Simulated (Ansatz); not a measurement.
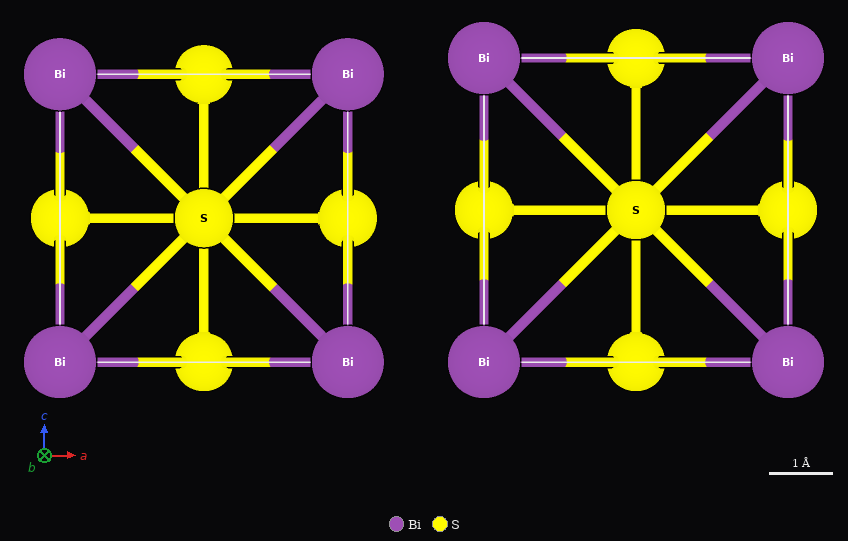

Two geometries of a crystal of BiS4 (a generated structure, set up in Pm-3m) (coarse preliminary run), drawn at one scale. One is the start of a relaxation, the other its converged end. A ball-and-stick model of the cell of the calculation, seen along the b axis.

Method: DFT PBE, scalar-relativistic, plane waves, PAW (Ansatz 0.2.0). Set-up: plane-wave cutoff 420 eV; k-point mesh 4 × 4 × 4; occupations gaussian; smearing width 0.1 eV; no spin polarisation; cell and atoms relaxed; force threshold 0.04 eV/Å; at most 70 steps.

Q: Which of the two is the end point?

A: The left one is the relaxed one. Over 3 accepted moves (4 points after the start) the energy falls by 106 meV per atom. All forces vanish by symmetry, so only the cell relaxes. Pressure: −8.23 GPa at the start and −0.02 GPa at the end. The SCF was repeated once at an unchanged geometry on a basis and grid sized afresh for the cell, which shifted the energy by 0.3 meV per atom at most. The atoms keep their places relative to the cell (all moves are under 0.005 Å). The volume changes by −15.1 %, with a = b = c 4.893 → 4.632 Å (−5.3 %). Some distances before and after: Bi–S 3.460 → 3.276 Å, S–S 2.447 → 2.316 Å. The space group stays Pm-3m (No. 221). Cost: 11 s on 1 thread of Arm Neoverse V1 (shared host), peak memory 0.36 GiB.
